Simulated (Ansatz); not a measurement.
**Sn2As2Se: one candidate of a structure search, part 1 of 2**

Where does this trial cell of Sn2As2Se go when cell and atoms are let free?

Method: DFT PBE, scalar-relativistic, plane waves, PAW, in Ansatz 0.2.0.

## 1. The starting structure

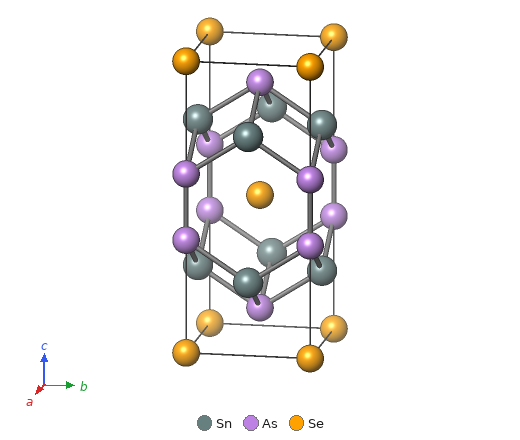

Start, viewed slightly off an axis; tin teal, arsenic purple, selenium orange. Atoms on the faces are drawn again on the opposite ones. The cell drawn here is the conventional one.

Coordinates:

```
Sn As Se
1.0
    -2.42273    2.42273    5.76201
     2.42273   -2.42273    5.76201
     2.42273    2.42273   -5.76201
Sn As Se
2 2 1
Direct
  0.75000 0.25000 0.50000
  0.25000 0.75000 0.50000
  0.61355 0.61355 0.00000
  0.38645 0.38645 0.00000
  0.00000 0.00000 0.00000
```

A structure generator made this guess: species swapped into a database cell of BaCd2Ge2 (I4/mmm, No. 139), with Se on the Ba sites, Sn on the Cd sites and As on the Ge sites. The dimensions are guesses.

## 2. The guess as it stands, on a coarse mesh

Input file input.yaml:

```yaml
crystal:
  lattice:
    - [-2.42273415, 2.42273415, 5.76200587]
    - [2.42273415, -2.42273415, 5.76200587]
    - [2.42273415, 2.42273415, -5.76200587]
  atoms:
    - { symbol: Sn, position: [0.75, 0.25, 0.5] }
    - { symbol: Sn, position: [0.25, 0.75, 0.5] }
    - { symbol: As, position: [0.61355448, 0.61355448, 0.0] }
    - { symbol: As, position: [0.38644552, 0.38644552, 0.0] }
    - { symbol: Se, position: [0.0, 0.0, 0.0] }
basis:
  ecutwfc: 420
kpoints:
  mp_grid: { grid: [6, 6, 6] }
hamiltonian:
  xc: pbe
scf:
  occupations: { method: gaussian, width: 0.1 }
  lower_state_search: "off"
output:
  forces: true
  stress: true
  eigenvalues: true
```

Started as:

```bash
$ ansatz run input.yaml --threads 1 --pin off --max-ram 2560MiB --backend cpu --events-out ev --progress --plain --runs-dir out
```

Standard output, shortened:

```text
[...]
SCF converged after 7 iterations
Free energy (F): -27228.663475 eV
[...]
E sigma→0 (E₀):  -27228.648338 eV
Entropy (-TS):   -0.030273 eV (-6.055 meV/atom)
Fermi energy:    8.374314 eV
[...]
--- Forces (eV/Å), atoms counted from 1 ---
  atom   1  Sn     0.00000000     0.00000000     0.00000000
  atom   2  Sn    -0.00000000     0.00000000     0.00000000
  atom   3  As     0.00000000     0.00000000     0.33448167
  atom   4  As     0.00000000     0.00000000    -0.33448167
  atom   5  Se     0.00000000     0.00000000    -0.00000000
[...]
--- Stress (GPa, compression-positive) ---
       -0.579733       0.000000       0.000000
        0.000000      -0.579733      -0.000000
        0.000000      -0.000000      -3.201108
  P = ⅓ Tr σ = -1.4535 GPa (-14.535 kbar)
--- Band table (eV; the first three rows and the last of 30) ---
[...]
```

Wall time 12 s (1 thread of Arm Neoverse V1, shared host); peak memory 0.49 GiB.

The probe gives pressure -1.5 GPa, largest force 0.33 eV/Å, gap on this mesh none (metal). The coarse relaxation is skipped.

## 3. Relaxation on the finer mesh

input.yaml, as its differences from that of step 2:

```diff
@@ -14,3 +14,3 @@
 kpoints:
-  mp_grid: { grid: [6, 6, 6] }
+  mp_grid: { grid: [12, 12, 12] }
 hamiltonian:
@@ -19,3 +19,2 @@
   occupations: { method: gaussian, width: 0.1 }
-  lower_state_search: "off"
 output:
@@ -24 +23,6 @@
   eigenvalues: true
+relax:
+  adjacent_minimum: "off"
+  f_tol: 0.01
+  max_steps: 80
+  cell: { stress_tol: 0.05 }
```

Started as:

```bash
$ ansatz run input.yaml --threads 1 --pin off --max-ram 2560MiB --backend cpu --events-out ev --progress --plain --runs-dir out
```

Standard output:

```text
Warning: RAYON_NUM_THREADS=1 ignored (pool sized by the plan → 1); use --threads N
Engine: ansatz 0.2.0, aarch64-unknown-linux-gnu
Pseudopotentials: kind: paw
Pseudopotential: Sn, paw, valence charge 14, recommended cutoff 420 eV (normal), Sn.paw.azcp
Pseudopotential: As, paw, valence charge 15, recommended cutoff 420 eV (normal), As.paw.azcp
Pseudopotential: Se, paw, valence charge 16, recommended cutoff 420 eV (normal), Se.paw.azcp
Functional definition: PBE
  parameter kappa = 0.804
  parameter beta = 0.06672455060314922
  exchange = pbe_x(kappa = kappa, mu = beta*pi^2/3)
  correlation = pbe_c(beta = beta)
Crystal: 5 atoms, lattice volume = 135.284 Å³
Basis set: ecut = 420 eV, 2663 PW (Γ), exchange–correlation on 90×90×90 points (8 copies of the dense FFT grid, shifted against one another)
Bands: 45, of which v1, the nominal top of the filled ones, is band 37 counted from 1 (36 counted from 0)
Symmetry: 16 space group operations
Space group: I4/mmm (ITA 139), of the structure as read, at distance tolerance 5.1e-5 Å
k-points: 163 of 1728
Non-local potential: Sn, projectors of the file, l = 0: 2, l = 1: 2, l = 2: 2, l = 3: 2
Non-local potential: As, projectors of the file, l = 0: 2, l = 1: 2, l = 2: 3, l = 3: 1
Non-local potential: Se, projectors of the file, l = 0: 2, l = 1: 2, l = 2: 3, l = 3: 1
PAW form: soft (Blöchl's): semilocal exchange-correlation on the pseudo side does not see the compensation charge
PAW one-centre angular grid: Sn, 590 points (default); XC on 64 Gauss nodes
PAW one-centre angular grid: As, 590 points (default); XC on 64 Gauss nodes
PAW one-centre angular grid: Se, 590 points (default); XC on 64 Gauss nodes
Initial density: superposition of atomic densities (neutral atoms: chi_scale 0, normalization atom), corrected by the library's trained network
Initial wavefunctions: pseudopotential atomic-orbital guess
Functional: x = pbe(κ = 0.804, μ = 0.2195149727645171), c = pbe(β = 0.06672455060314922)
SCF iter   1: F=—  HF=-27228.686051 eV  |F-HF|=—  |Δ(HF+E_count)|=         —  Δρ=2.58e-3  dr2=8.36e-3  ethr=1.77e-3  ⟨swp⟩=7.9  Hψ=29578  notcnv=0
preconditioner: auto → LDOS  [metal: Δε(μ)=0.015 eV  Ē_g=8.066 eV  σ=0.100 eV  W_gap=0.08  n_scr=32 (ndim 8)  ℏωp=15.6 eV  f_vac=0.014  D(μ)=4.08/eV (n_scr^D=32)  β→1.0]
SCF iter   2: F=—  HF=-27228.684471 eV  |F-HF|=—  |Δ(HF+E_count)|=   1.58e-3  Δρ=1.30e-3  dr2=2.59e-3  ethr=1.13e-5  ⟨swp⟩=2.0  Hψ=14653  notcnv=0
SCF iter   3: F=—  HF=-27228.683664 eV  |F-HF|=—  |Δ(HF+E_count)|=   8.07e-4  Δρ=2.36e-4  dr2=1.68e-4  ethr=3.50e-6  ⟨swp⟩=2.0  Hψ=12431  notcnv=0
SCF iter   4: F=—  HF=-27228.683669 eV  |F-HF|=—  |Δ(HF+E_count)|=   5.89e-6  Δρ=1.09e-4  dr2=4.24e-5  ethr=2.27e-7  ⟨swp⟩=2.0  Hψ=12927  notcnv=0
SCF iter   5: F=—  HF=-27228.683633 eV  |F-HF|=—  |Δ(HF+E_count)|=   3.63e-5  Δρ=5.81e-5  dr2=9.12e-6  ethr=5.72e-8  ⟨swp⟩=2.0  Hψ=12400  notcnv=0
SCF iter   6: F=—  HF=-27228.683631 eV  |F-HF|=—  |Δ(HF+E_count)|=   1.74e-6  Δρ=1.59e-5  dr2=1.07e-6  ethr=1.23e-8  ⟨swp⟩=2.0  Hψ=10638  notcnv=0
SCF iter   7: F=-27228.683631 eV  HF=-27228.683631 eV  |F-HF|=3.01e-8  |Δ(HF+E_count)|=   1.77e-7  Δρ=3.73e-6  dr2=4.11e-8  ethr=1.35e-10  ⟨swp⟩=7.9  Hψ=31318  notcnv=0
SCF 1 converged in 7 iterations: F = -27228.683631 eV  dr2 = 4.11e-8
relax step   1: F+E_penalty+E_count = -27228.68363122 eV  Δ(F+E_penalty+E_count) = +0.000e0 eV  max|allowed force component| = 3.868e-1 eV/Å  Δτ_max = 0.0000 Å  P = -1.513 GPa  Ω = 135.284 Å³  (7 SCF iters, dr2 threshold 1.00e-7 eV, accepted)
Crystal: 5 atoms, lattice volume = 130.961 Å³
Basis set: ecut = 420 eV, 2559 PW (Γ), exchange–correlation on 90×90×90 points (8 copies of the dense FFT grid, shifted against one another)
Initial density: handed on by an earlier stage of this run
Initial wavefunctions: those handed on with the density
iter 1 solved again at ethr=8.42e-6 eV; its pass at ethr=3.10e-3 eV (dr2=6.23e-3 eV) is discarded
SCF iter   1: F=—  HF=-27228.819535 eV  |F-HF|=—  |Δ(HF+E_count)|=         —  Δρ=2.41e-3  dr2=6.19e-3  ethr=8.42e-6  ⟨swp⟩=2.0  Hψ=41506  notcnv=0
preconditioner: auto → LDOS  [metal: Δε(μ)=0.004 eV  Ē_g=15.715 eV  σ=0.100 eV  W_gap=0.02  n_scr=32 (ndim 8)  ℏωp=21.5 eV  f_vac=0.012  D(μ)=3.73/eV (n_scr^D=30)  β→1.0]
SCF iter   2: F=—  HF=-27228.819509 eV  |F-HF|=—  |Δ(HF+E_count)|=   2.62e-5  Δρ=7.19e-4  dr2=7.07e-4  ethr=8.36e-6  ⟨swp⟩=2.0  Hψ=9309  notcnv=0
SCF iter   3: F=—  HF=-27228.819405 eV  |F-HF|=—  |Δ(HF+E_count)|=   1.04e-4  Δρ=2.09e-4  dr2=9.63e-5  ethr=9.55e-7  ⟨swp⟩=2.0  Hψ=12870  notcnv=0
SCF iter   4: F=—  HF=-27228.819350 eV  |F-HF|=—  |Δ(HF+E_count)|=   5.53e-5  Δρ=7.79e-5  dr2=5.74e-6  ethr=1.30e-7  ⟨swp⟩=2.0  Hψ=12603  notcnv=0
SCF iter   5: F=—  HF=-27228.819349 eV  |F-HF|=—  |Δ(HF+E_count)|=   8.19e-7  Δρ=2.01e-5  dr2=5.75e-7  ethr=7.75e-9  ⟨swp⟩=2.0  Hψ=13380  notcnv=0
SCF iter   6: F=-27228.819349 eV  HF=-27228.819349 eV  |F-HF|=3.48e-8  |Δ(HF+E_count)|=   4.91e-8  Δρ=6.23e-6  dr2=7.49e-8  ethr=6.76e-10  ⟨swp⟩=5.9  Hψ=31580  notcnv=0
SCF 2 converged in 6 iterations: F = -27228.819349 eV  dr2 = 7.49e-8
relax step   2: F+E_penalty+E_count = -27228.81934906 eV  Δ(F+E_penalty+E_count) = -1.357e-1 eV  max|allowed force component| = 5.636e-2 eV/Å  Δτ_max = 0.0641 Å  P = +0.084 GPa  Ω = 130.961 Å³  energy of the carried Pulay correction = +6.676e-4 eV  (6 SCF iters, dr2 threshold 5.00e-7 eV, accepted)
Crystal: 5 atoms, lattice volume = 128.469 Å³
Basis set: ecut = 420 eV, 2549 PW (Γ), exchange–correlation on 90×90×90 points (8 copies of the dense FFT grid, shifted against one another)
iter 1 solved again at ethr=9.71e-6 eV; its pass at ethr=3.10e-3 eV (dr2=7.19e-3 eV) is discarded
SCF iter   1: F=—  HF=-27229.017539 eV  |F-HF|=—  |Δ(HF+E_count)|=         —  Δρ=2.61e-3  dr2=7.07e-3  ethr=9.71e-6  ⟨swp⟩=2.0  Hψ=46416  notcnv=0
preconditioner: auto → LDOS  [metal: Δε(μ)=0.005 eV  Ē_g=15.840 eV  σ=0.100 eV  W_gap=0.03  n_scr=32 (ndim 8)  ℏωp=21.7 eV  f_vac=0.012  D(μ)=3.16/eV (n_scr^D=14)  β→1.0]
SCF iter   2: F=—  HF=-27229.017947 eV  |F-HF|=—  |Δ(HF+E_count)|=   4.08e-4  Δρ=7.23e-4  dr2=1.18e-3  ethr=9.56e-6  ⟨swp⟩=2.0  Hψ=10158  notcnv=0
SCF iter   3: F=—  HF=-27229.017744 eV  |F-HF|=—  |Δ(HF+E_count)|=   2.02e-4  Δρ=2.83e-4  dr2=1.72e-4  ethr=1.59e-6  ⟨swp⟩=2.0  Hψ=10599  notcnv=0
SCF iter   4: F=—  HF=-27229.017666 eV  |F-HF|=—  |Δ(HF+E_count)|=   7.82e-5  Δρ=1.14e-4  dr2=1.74e-5  ethr=2.32e-7  ⟨swp⟩=2.0  Hψ=10752  notcnv=0
SCF iter   5: F=—  HF=-27229.017662 eV  |F-HF|=—  |Δ(HF+E_count)|=   3.61e-6  Δρ=2.63e-5  dr2=9.10e-7  ethr=2.36e-8  ⟨swp⟩=2.0  Hψ=12543  notcnv=0
SCF iter   6: F=-27229.017662 eV  HF=-27229.017662 eV  |F-HF|=4.19e-8  |Δ(HF+E_count)|=   2.91e-7  Δρ=4.66e-6  dr2=4.81e-8  ethr=6.76e-10  ⟨swp⟩=7.1  Hψ=37824  notcnv=0
SCF 3 converged in 6 iterations: F = -27229.017662 eV  dr2 = 4.81e-8
relax step   3: F+E_penalty+E_count = -27229.01766216 eV  Δ(F+E_penalty+E_count) = -1.983e-1 eV  max|allowed force component| = 2.042e-1 eV/Å  Δτ_max = 0.0691 Å  P = +0.814 GPa  Ω = 128.469 Å³  energy of the carried Pulay correction = +1.062e-3 eV  (6 SCF iters, dr2 threshold 5.00e-7 eV, accepted)
[... from here on, the SCF cycles and remarks between the steps are left out ...]
relax step   4: F+E_penalty+E_count = -27229.30150500 eV  Δ(F+E_penalty+E_count) = -2.838e-1 eV  max|allowed force component| = 3.013e-1 eV/Å  Δτ_max = 0.0568 Å  P = +1.087 GPa  Ω = 126.178 Å³  energy of the carried Pulay correction = +1.432e-3 eV  (8 SCF iters, dr2 threshold 5.00e-7 eV, accepted)
relax step   5: F+E_penalty+E_count = -27229.58051388 eV  Δ(F+E_penalty+E_count) = -2.790e-1 eV  max|allowed force component| = 1.847e-1 eV/Å  Δτ_max = 0.0429 Å  P = +1.596 GPa  Ω = 123.272 Å³  energy of the carried Pulay correction = +1.910e-3 eV  (8 SCF iters, dr2 threshold 5.00e-7 eV, accepted)
relax step   6: F+E_penalty+E_count = -27229.72441009 eV  Δ(F+E_penalty+E_count) = -1.439e-1 eV  max|allowed force component| = 1.309e-1 eV/Å  Δτ_max = 0.0511 Å  P = +1.540 GPa  Ω = 122.069 Å³  energy of the carried Pulay correction = +2.112e-3 eV  (8 SCF iters, dr2 threshold 5.00e-7 eV, accepted)
relax step   7: F+E_penalty+E_count = -27229.73901429 eV  Δ(F+E_penalty+E_count) = -1.460e-2 eV  max|allowed force component| = 3.355e-2 eV/Å  Δτ_max = 0.0079 Å  P = -0.224 GPa  Ω = 125.673 Å³  energy of the carried Pulay correction = +1.514e-3 eV  (7 SCF iters, dr2 threshold 5.00e-7 eV, accepted)
relax step   8: F+E_penalty+E_count = -27229.73950696 eV  Δ(F+E_penalty+E_count) = -4.927e-4 eV  max|allowed force component| = 6.052e-4 eV/Å  Δτ_max = 0.0028 Å  P = +0.009 GPa  Ω = 125.173 Å³  energy of the carried Pulay correction = +1.596e-3 eV  (5 SCF iters, dr2 threshold 1.88e-7 eV, accepted)
relax step   9: F+E_penalty+E_count = -27229.74272355 eV  Δ(F+E_penalty+E_count) = -3.217e-3 eV  max|allowed force component| = 3.121e-4 eV/Å  Δτ_max = 0.0000 Å  P = +0.041 GPa  Ω = 125.173 Å³  stress off target by 6.85e-2 GPa  SCF on the basis re-selected at this cell (its energy is not comparable with the rows above)  (7 SCF iters)
relax step  10: F+E_penalty+E_count = -27229.74273676 eV  Δ(F+E_penalty+E_count) = -1.320e-5 eV  max|allowed force component| = 3.412e-4 eV/Å  Δτ_max = 0.0008 Å  P = +0.001 GPa  Ω = 125.254 Å³  energy of the carried Pulay correction = -1.567e-5 eV  (4 SCF iters, dr2 threshold 1.17e-8 eV, accepted)
iter 1 solved again at ethr=1.33e-7 eV; its pass at ethr=3.10e-3 eV (dr2=9.82e-5 eV) is discarded
SCF iter   1: F=—  HF=-27229.742750 eV  |F-HF|=—  |Δ(HF+E_count)|=         —  Δρ=2.68e-6  dr2=9.15e-9  ethr=1.33e-7  ⟨swp⟩=3.0  Hψ=44756  notcnv=0
eigensolver tolerance schedule: the retry pair's looser diagonalisation over-reported the residual by 10733.36 of it (diagonalisation noise at 0.85 of the residual, at the tolerance the schedule requests for it); recorded, not acted on — ethr = c·dr2/N_el stays at c = 1.0e-1
SCF iter   2: F=—  HF=-27229.742753 eV  |F-HF|=—  |Δ(HF+E_count)|=   2.27e-6  Δρ=1.78e-6  dr2=4.73e-9  ethr=1.24e-11  ⟨swp⟩=3.4  Hψ=17096  notcnv=0
SCF iter   3: F=—  HF=-27229.742753 eV  |F-HF|=—  |Δ(HF+E_count)|=  8.04e-10  Δρ=1.08e-6  dr2=2.12e-9  ethr=6.39e-12  ⟨swp⟩=1.0  Hψ=7335  notcnv=0
SCF iter   4: F=—  HF=-27229.742753 eV  |F-HF|=—  |Δ(HF+E_count)|=  6.62e-10  Δρ=2.43e-7  dr2=8.72e-11  ethr=2.87e-12  ⟨swp⟩=2.0  Hψ=9309  notcnv=0
SCF iter   5: F=-27229.742753 eV  HF=-27229.742753 eV  |F-HF|=7.28e-12  |Δ(HF+E_count)|=  1.46e-11  Δρ=6.07e-8  dr2=1.02e-11  ethr=1.00e-12  ⟨swp⟩=5.9  Hψ=25691  notcnv=0
SCF 11 converged in 5 iterations: F = -27229.742753 eV  dr2 = 1.02e-11
relax step  11: F+E_penalty+E_count = -27229.74275262 eV  Δ(F+E_penalty+E_count) = -1.586e-5 eV  max|allowed force component| = 3.500e-4 eV/Å  Δτ_max = 0.0000 Å  P = +0.001 GPa  Ω = 125.254 Å³  stress off target by 4.09e-3 GPa  SCF on the basis re-selected at this cell (its energy is not comparable with the rows above)  (5 SCF iters)
basis re-selected at this cell: Δ(F+E_penalty+E_count) = -1.586e-5 eV, ΔP = -0.000 GPa vs the last step (what re-selecting the basis moved, of the pressure what is left beyond the Pulay correction that the steps carried, after the strain that the cell walked since its last selection, with what the two solves' SCF thresholds leave and, on support functions, any second-order correction that the steps lacked; it is no measure of the basis error at this ecutwfc). This SCF's stress stands 4.09e-3 GPa from its target on what of the cell is left free (relax.cell.stress_tol is 5.00e-2 GPa) and its largest allowed force component is 3.50e-4 eV/Å (relax.f_tol is 1.00e-2 eV/Å): within both
SCF converged after 5 iterations
Free energy (F): -27229.742753 eV
Harris-Foulkes:  -27229.742753 eV  (|F-HF|=7.28e-12)
Internal energy: -27229.736310 eV  (E = F + TS)
E sigma→0 (E₀):  -27229.739531 eV
Entropy (-TS):   -0.006443 eV (-1.289 meV/atom)
Fermi energy:    9.546149 eV
--- Per-component energies (eV) ---
  E_band       = -1036.693531
  E_kinetic    = 693.631280
  E_local      = -7632.442022  (includes V_loc(G=0)·N_el)
  E_nonlocal   = -2001.708330
  E_hartree    = 4187.576678
  E_xc         = -1027.091965
  E_vxc        = -447.560291  (∫ρ·V_xc dr)
  E_paw        = -13851.978749  (= ΣΔE_a)
  E_vpaw       = -23.767082  (= ΣTr[D̂ρ^β])
  E_aug_tail   = -0.000591  (compensation charges beyond the density's cutoff)
  E_ewald      = -7597.722611
  E_smearing   = -0.006443  (= −TS)
  E_closure    = 0.000000  (closes the sum)
  Σ components = -27229.742753   (vs F -27229.742753, Δ=0.00e0)
--- Forces (eV/Å), atoms counted from 1 ---
  atom   1  Sn     0.00000000     0.00000000     0.00000000
  atom   2  Sn     0.00000000     0.00000000     0.00000000
  atom   3  As    -0.00000000     0.00000000     0.00034998
  atom   4  As    -0.00000000     0.00000000    -0.00034998
  atom   5  Se     0.00000000     0.00000000     0.00000000
  max |Σ_I F_I| component: 1.30e-18 eV/Å
--- Stress (GPa, compression-positive) ---
       -0.000242      -0.000000       0.000000
       -0.000000      -0.000242       0.000000
        0.000000       0.000000       0.004087
  P = ⅓ Tr σ = 0.0012 GPa (0.012 kbar)
--- Band table (eV; the first three rows and the last of 163) ---
  k-point 0: bands = ["-37.3280", "-37.3214", "-37.3214", "-37.3011", "-37.3009", "-26.2477", "-26.1961", "-26.1961", "-26.1592", "-26.1592", "-26.1538", "-26.1500", "-26.1483", "-26.1437", "-26.1363", "-12.1312", "-12.1252", "-12.1056", "-12.1037", "-12.1037", "-12.0874", "-12.0852", "-12.0852", "-12.0642", "-12.0247", "-3.7907", "-1.6018", "0.2231", "3.2974", "3.9955", "5.5049", "5.5049", "6.5029", "6.7431", "6.7431", "7.8654", "7.8654", "8.1265", "9.3539", "13.2744", "13.6432", "14.5880", "14.8018", "14.8018", "15.7418"]
  k-point 1: bands = ["-37.3280", "-37.3214", "-37.3214", "-37.3011", "-37.3009", "-26.2477", "-26.1961", "-26.1961", "-26.1592", "-26.1592", "-26.1538", "-26.1500", "-26.1482", "-26.1438", "-26.1363", "-12.1299", "-12.1228", "-12.1044", "-12.1026", "-12.1024", "-12.0886", "-12.0864", "-12.0849", "-12.0657", "-12.0275", "-3.7403", "-1.6217", "0.1608", "3.2065", "3.6297", "5.5331", "6.0242", "6.5943", "6.6183", "6.7189", "7.4836", "7.8241", "8.7645", "9.6939", "13.0371", "13.7259", "14.2983", "14.5873", "14.7113", "15.7379"]
  k-point 2: bands = ["-37.3280", "-37.3214", "-37.3214", "-37.3011", "-37.3009", "-26.2477", "-26.1962", "-26.1961", "-26.1593", "-26.1592", "-26.1538", "-26.1499", "-26.1482", "-26.1438", "-26.1363", "-12.1272", "-12.1162", "-12.1053", "-12.0989", "-12.0947", "-12.0921", "-12.0896", "-12.0842", "-12.0698", "-12.0346", "-3.5943", "-1.6752", "0.0001", "2.9182", "3.0533", "5.6659", "6.1047", "6.2965", "7.0580", "7.2762", "7.6955", "7.8933", "9.3849", "10.4522", "12.3525", "13.2183", "13.9655", "14.4092", "15.1631", "15.6993"]
  k-point 162: bands = ["-37.3280", "-37.3214", "-37.3214", "-37.3011", "-37.3009", "-26.2478", "-26.1963", "-26.1963", "-26.1589", "-26.1589", "-26.1539", "-26.1499", "-26.1476", "-26.1444", "-26.1362", "-12.1277", "-12.1245", "-12.1053", "-12.1007", "-12.1007", "-12.0947", "-12.0872", "-12.0872", "-12.0641", "-12.0248", "-2.3765", "-2.0967", "-2.0206", "3.5696", "4.3958", "4.3958", "5.6639", "6.8624", "8.2297", "8.2297", "8.7830", "9.0890", "9.0890", "9.8659", "11.8549", "13.3058", "13.3058", "13.5546", "14.0316", "14.0316"]
--- Relaxed structure (9 steps of the walk, 9 accepted, 2 SCFs on fresh bases) ---
  F+E_penalty+E_count = -27229.74275262 eV   max|allowed force component| = 3.500e-4 eV/Å   (the final SCF, on the basis selected at the relaxed cell)
  cell:  # Å, volume = 125.2537 Å³
    - [-2.654340707296304, 2.654340707296304, 4.444441673128709]
    - [2.654340707296304, -2.654340707296304, 4.444441673128709]
    - [2.654340707296304, 2.654340707296304, -4.444441673128709]
  atoms:
    - { symbol: Sn, position: [0.75, 0.25, 0.5] }
    - { symbol: Sn, position: [0.25, 0.75, 0.5] }
    - { symbol: As, position: [0.6387092889022843, 0.6387092889022843, -2.4499239228825766e-35] }
    - { symbol: As, position: [0.36129071109771566, 0.36129071109771566, -5.9266933428088335e-36] }
    - { symbol: Se, position: [2.408499422062279e-19, 2.408499422062279e-19, -1.8251030762302655e-35] }
```

It took 11 min on 1 thread of Arm Neoverse V1, shared host; peak memory 0.95 GiB.

The steps of the relaxation:

| step | energy from step 1 (eV/cell) | largest force component (eV/Å) | pressure (GPa) | volume (Å³) |
| --- | --- | --- | --- | --- |
| 1 | 0.0000 | 0.3868 | -1.51 | 135.28 |
| 2 | -0.1357 | 0.0564 | 0.08 | 130.96 |
| 3 | -0.3340 | 0.2042 | 0.81 | 128.47 |
| 4 | -0.6179 | 0.3013 | 1.09 | 126.18 |
| 5 | -0.8969 | 0.1847 | 1.60 | 123.27 |
| 6 | -1.0408 | 0.1309 | 1.54 | 122.07 |
| 7 | -1.0554 | 0.0335 | -0.22 | 125.67 |
| 8 | -1.0559 | 0.0006 | 0.01 | 125.17 |
| 9 | -1.0591 | 0.0003 | 0.04 | 125.17 |
| 10 | -1.0591 | 0.0003 | 0.00 | 125.25 |
| 11 | -1.0591 | 0.0003 | 0.00 | 125.25 |

Step 1 is the start. Steps 9, 11 each repeat the geometry before them on a plane-wave basis chosen anew, so the energy can jump there without any move.

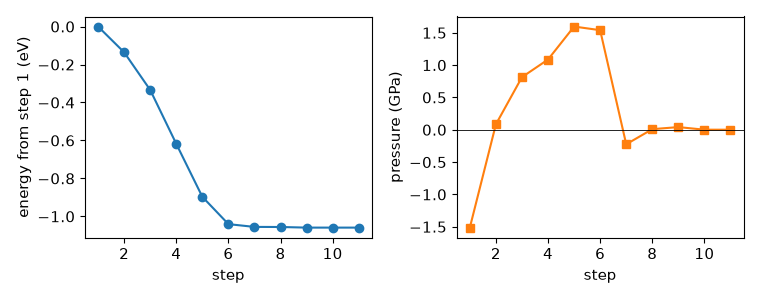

Energy and pressure along the relaxation.

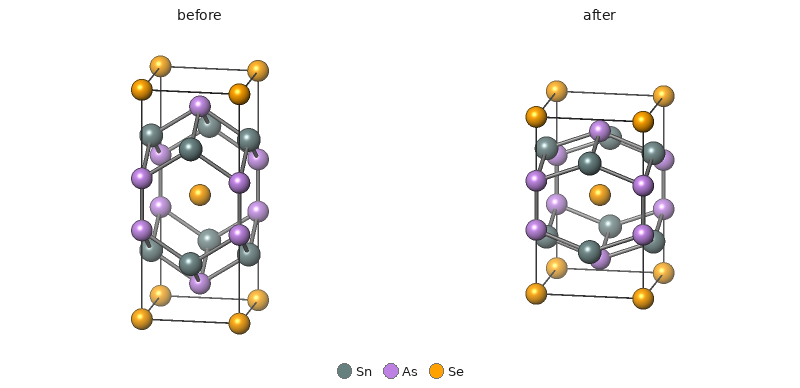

Before and after, at one scale.

Lengths and angles in the start's conventional setting:

|  | before | after | change |
| --- | --- | --- | --- |
| a (Å) | 4.845 | 5.309 | +9.6 % |
| b (Å) | 4.845 | 5.309 | +9.6 % |
| c (Å) | 11.524 | 8.889 | -22.9 % |
| volume (Å³/atom) | 27.06 | 25.05 | -7.4 % |
| shortest distance (Å) | 2.617 | 2.466 | -5.8 % |
| space group (0.01 Å) | I4/mmm | I4/mmm | same |

The run keeps the 16 symmetry operations of the start, so it could not have lowered the symmetry.

(Continued in part 2 of 2.)
